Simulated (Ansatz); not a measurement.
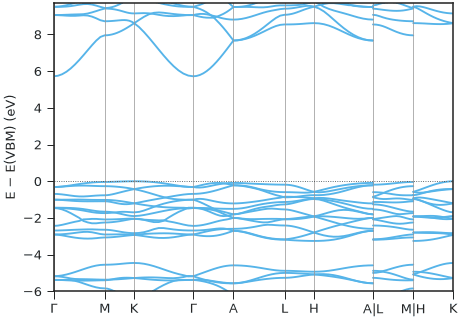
Band structure from the program Ansatz at the PBEsol level (PAW)

### Question
Read off the gap and where the band edges lie.

### Answer
About 5.7 eV (5.72 eV by a search for the band edges); maximum at K, minimum at Γ.

The material is SiO$_{2}$ in space group P3_121 (No. 152; Si on 3b, O on 6c).

The cell was relaxed with PBEsol under the symmetry of its start.

Potentials: the later of the program's two PAW sets.
